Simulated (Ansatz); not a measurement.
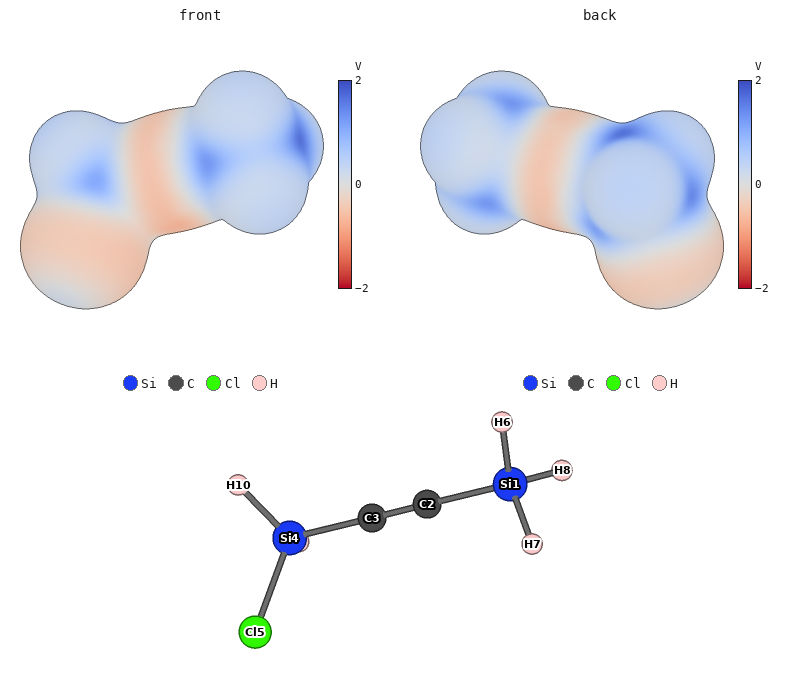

C₂H₅ClSi₂ (SMILES [SiH3]C#C[SiH2]Cl). The electrostatic potential painted on the density surface at 0.002 e/bohr³, seen from the front and from behind; the colour scale runs from red (negative) to blue (positive). The bare structure is drawn below in the same view.

Geometry: PBE0-D4/def2-TZVP.

The calculation used Ansatz, RKS PBE0-D4/def2-TZVPP.

```yaml
atoms:
  - { symbol: Si, position_ang: [-1.1912, -2.1466, 0.0637] }
  - { symbol: C, position_ang: [-0.2996, -0.5505, 0.0622] }
  - { symbol: C, position_ang: [0.2960, 0.5074, 0.0530] }
  - { symbol: Si, position_ang: [1.1880, 2.0903, 0.0548] }
  - { symbol: Cl, position_ang: [1.4491, 2.7319, -1.8739] }
  - { symbol: H, position_ang: [-2.5033, -1.9663, 0.7301] }
  - { symbol: H, position_ang: [-1.3892, -2.5852, -1.3384] }
  - { symbol: H, position_ang: [-0.3832, -3.1480, 0.8004] }
  - { symbol: H, position_ang: [2.5199, 1.9096, 0.6704] }
  - { symbol: H, position_ang: [0.3967, 3.1064, 0.7806] }
```

Which sites attract a positive test charge, and which a negative one?

Answer. A positive charge is drawn to the negative regions and a negative charge to the positive ones. The most negative region (about −0.6 V, or −14 kcal/mol for a unit charge) lies over C2 and C3, the most positive (about +1.5 V, or +35 kcal/mol for a unit charge) over Si1 and Si4. Cl5 shows a σ-hole: about +0.1 V at the tip opposite its bond, against about −0.4 V, or −9 kcal/mol for a unit charge on its flanks.
